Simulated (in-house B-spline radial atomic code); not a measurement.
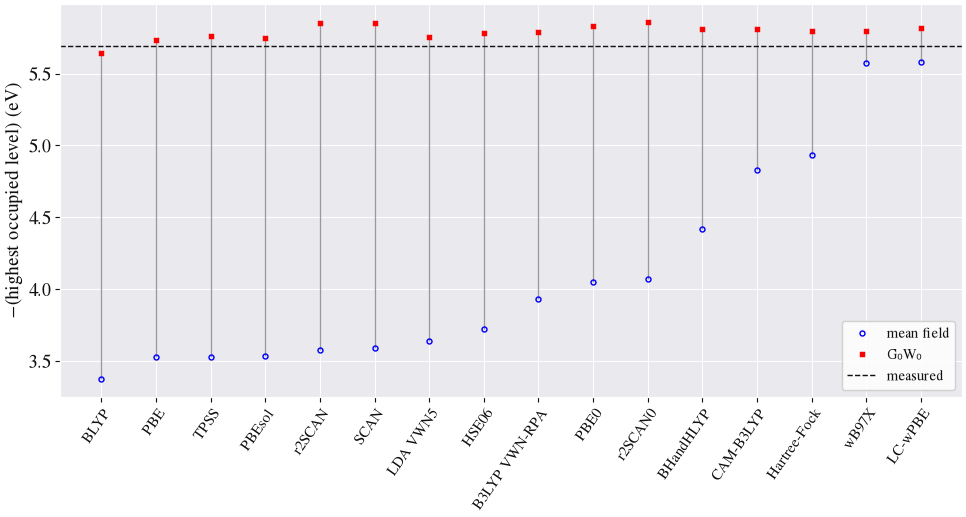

Binding energy of the highest level (5s) of the Sr atom ([Kr] 5s²) on 16 mean-field starts and after G₀W₀. All-electron spherical atom, scalar X2C, no spin-orbit coupling, Breit or QED terms; computed with a B-spline radial code.

Q: Describe the starting-point dependence.

A: The mean-field values spread from 3.37 eV (BLYP) to 5.58 eV (LC-wPBE); after G₀W₀ they lie between 5.64 eV (BLYP) and 5.86 eV (r2SCAN0), so the spread shrinks from 2.21 to 0.22 eV. The measured removal energy is 5.69 eV; the nearest G₀W₀ value is that on PBE (5.73 eV).

```csv
Start,Mean field (eV),G₀W₀ (eV),RPA correlation (hartree)
BLYP,3.37,5.64,−2.790
PBE,3.53,5.73,−2.788
TPSS,3.53,5.76,−2.771
PBEsol,3.54,5.75,−2.790
r2SCAN,3.58,5.85,−2.741
SCAN,3.59,5.85,−2.740
LDA VWN5,3.64,5.75,−2.793
HSE06,3.72,5.78,−2.723
B3LYP VWN-RPA,3.93,5.79,−2.727
PBE0,4.05,5.83,−2.710
r2SCAN0,4.07,5.86,−2.681
BHandHLYP,4.42,5.81,−2.643
CAM-B3LYP,4.83,5.81,−2.685
Hartree-Fock,4.93,5.80,−2.521
wB97X,5.57,5.80,−2.663
LC-wPBE,5.58,5.82,−2.673
```
